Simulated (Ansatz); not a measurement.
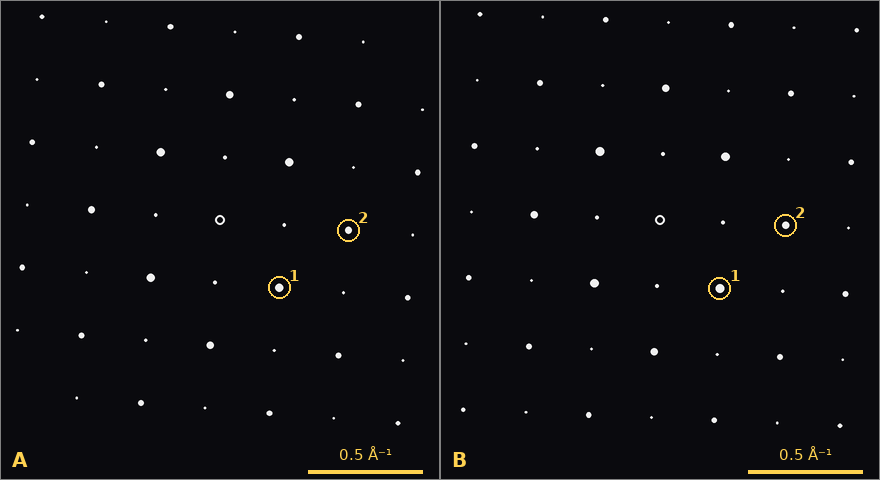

Kinematic electron diffraction patterns (300 kV, B = 0.5 Å², same scale) along [110] of the run's own cell, for the start and the end of one relaxation of As3I with DFT PBE, scalar-relativistic, plane waves, PAW (Ansatz 0.2.0). k mesh 10×10×14. The start is a generated model structure, and the relaxation ends in the nearest stationary point of its symmetry, not necessarily the ground state. Spot 1 is -1 1 -1 and spot 2 is -2 2 0 in both.

Start structure:

```
As I
1.0
     4.98387    0.00000    0.00000
     0.00000    4.98387    0.00000
     0.00000    0.00000    3.61046
As I
3 1
Direct
  0.00000 0.50000 0.50000
  0.50000 0.00000 0.50000
  0.50000 0.50000 0.00000
  0.00000 0.00000 0.00000
```

Which pattern belongs to the start structure, and which to the relaxed one?

A is the start: its cell gives d(1) = 2.522 Å, d(2) = 1.762 Å and an angle of 44.3°. B is the relaxed structure, with d(1) = 2.493 Å (-1.1 %), d(2) = 1.807 Å (+2.5 %) and 46.4°.

What did the relaxation do to the structure and the energy?

The volume changed by +0.3 % to 22.48 Å³ an atom; the fractional coordinates hardly changed; the space group stayed P4/mmm (No. 123); the free energy fell by 4.8 meV an atom. Relaxed cell: a = 5.110 Å, b = 5.110 Å, c = 3.444 Å, α = 90.00°, β = 90.00°, γ = 90.00°.
